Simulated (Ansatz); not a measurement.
The parent structure is CuI in the zinc blende structure (space group F-43m, No. 216; a = 5.9393 Å). Axes: x, y, z lie along the cube axes.

The change: the symmetric strain tensor [0.0026 0.0018 0.0054; 0.0018 -0.0210 -0.0078; 0.0054 -0.0078 -0.0108], atoms relaxed at fixed cell.

Computed with PBEsol/PAW in Ansatz (a quantum-chemistry and plane-wave program), scalar-relativistic without spin-orbit coupling.

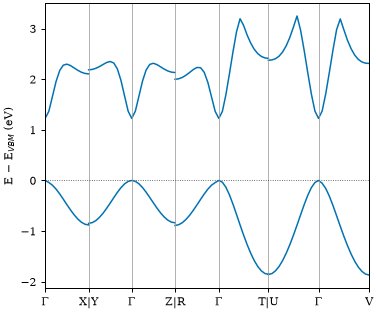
Highest valence and lowest conduction band along the path of the changed cell's own zone

### Question
Read the changed gap and its character from the plot.

### Answer
About 1.2 eV, direct at Γ.

With I present, leaving out spin-orbit coupling can change the band edges. Stability against distortions was not tested. The final runs are not spin-polarised. k-point labels follow each cell's own Brillouin zone.
